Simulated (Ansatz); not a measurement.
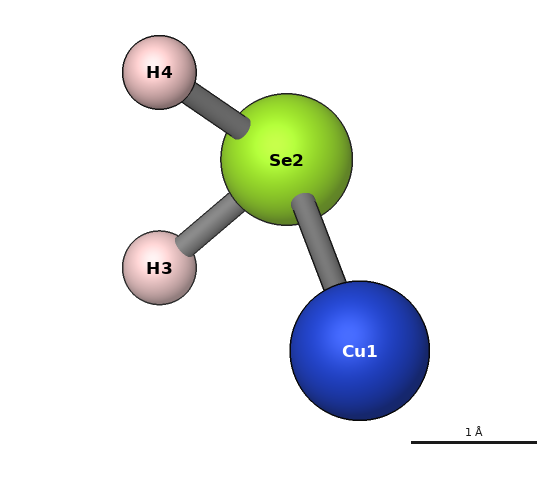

The atoms are numbered. The species has charge +1 and is a spin singlet. The computed structure is the end point of a PBE0-D4/def2-TZVP optimisation.

### How are the neighbours of atom 2 arranged?

Se2 has 3 neighbours (Cu1 at 2.34, H3 at 1.48, H4 at 1.48 Å); the arrangement is trigonal pyramidal.
